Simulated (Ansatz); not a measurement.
## Electronic structure of H4Si3 (charge −1, doublet) in real space

```xyz
7

Si   -0.9698   -4.3756    0.6379
Si   -1.5316   -3.9226   -1.4399
Si   -0.3098   -2.5182   -2.8505
H    -2.7179   -4.4096   -2.2488
H    -1.0334   -1.2968   -3.3728
H     0.9020   -1.9695   -2.1536
H     0.2306   -3.1440   -4.1171
```

Geometry: B3LYP-D3(BJ)/def2-SVPD.

Theory: isolated molecule in a Gaussian basis; Kohn-Sham density functional theory, functional PBE0 in Ansatz 0.2.0.

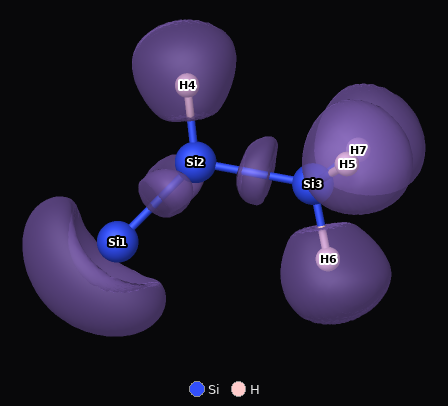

Figure 1. Isosurface of the ELF at 0.85 (purple), seen across its widest extent. Core shells and regions of very low density are left out.

### Describe the localisation domains.

The surface consists of two regions between bonded Si–Si atoms (shared pairs), four regions around hydrogen nuclei and one lobe on Si, pointing away from the bonds (non-bonding electrons). Profiles from the grid: Si–Si (2.20 Å): the ELF peaks at about 0.90 between the atoms; a shared electron pair. Si–H (1.50 Å): the ELF climbs to about 1 towards the hydrogen, as it does in any bond to H.

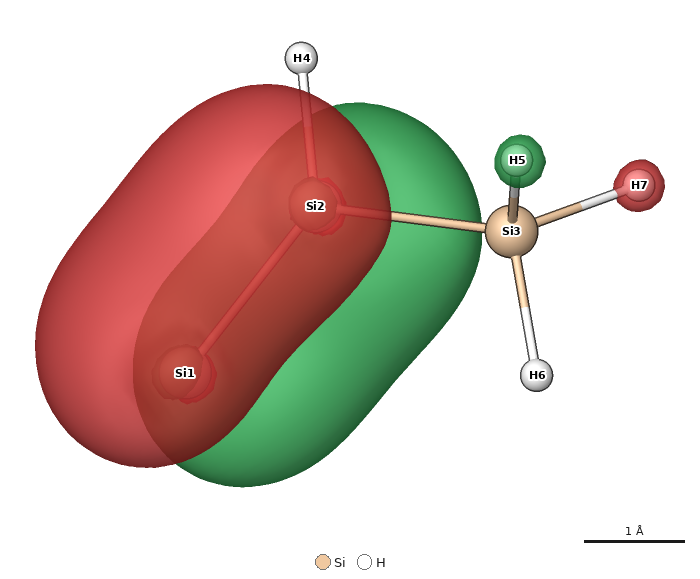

Figure 2. The HOMO−1 (α) at ±0.1 Å⁻³ᐟ² (green and red are the two phases), seen at a tilt.

### Where does this orbital lie, and at what energy?

By Hirshfeld shares it lies mainly on Si1 (about 45 %) and Si2 (about 45 %); π-bonding across Si1–Si2. Its energy is −0.95 eV.

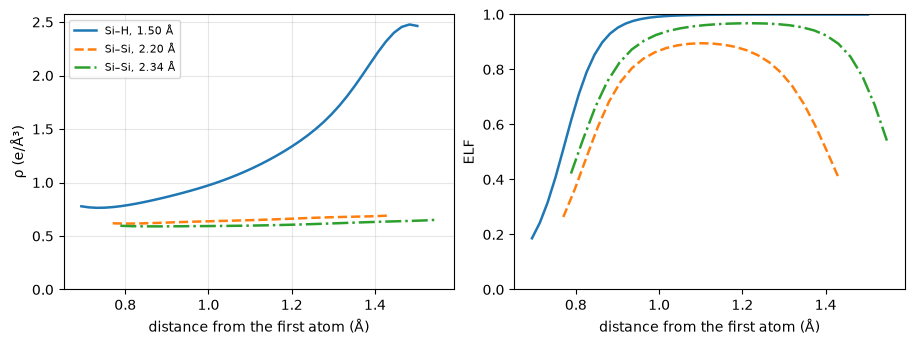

Figure 3. Total electron density and electron localisation function along straight lines between neighbouring atoms. The curves leave out the atomic cores.

### What can be read from the curves?

Si–H (1.50 Å): ρ at the midpoint is about 0.76 e/Å³; the ELF climbs to about 1 towards the hydrogen.
Si–Si (2.20 Å): ρ at the midpoint is about 0.65 e/Å³; the ELF peaks at about 0.90 between the atoms: localised, covalent bonding.
Si–Si (2.34 Å): ρ is about 0.6 e/Å³ halfway; the ELF peaks at about 0.95 between the atoms; localised, covalent bonding.
